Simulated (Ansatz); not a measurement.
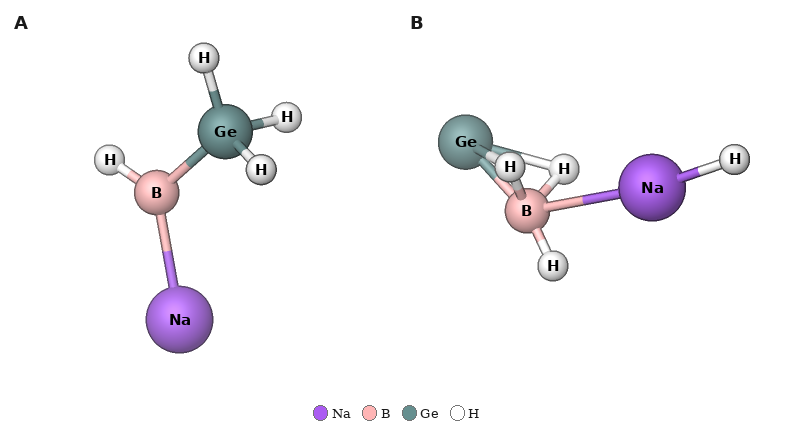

2 stationary structures of one formula. Geometries: PBE-D4/def2-SVP. Electronic energies: PBE-D4/def2-SVP (Ansatz 0.2.0), without zero-point energy. No frequency run is at hand to confirm each as a minimum. Each is one conformer, not always the lowest.

**Which structure is the most stable?**

A is lowest (C1); B lies 33.7 kJ/mol above it (Cs).
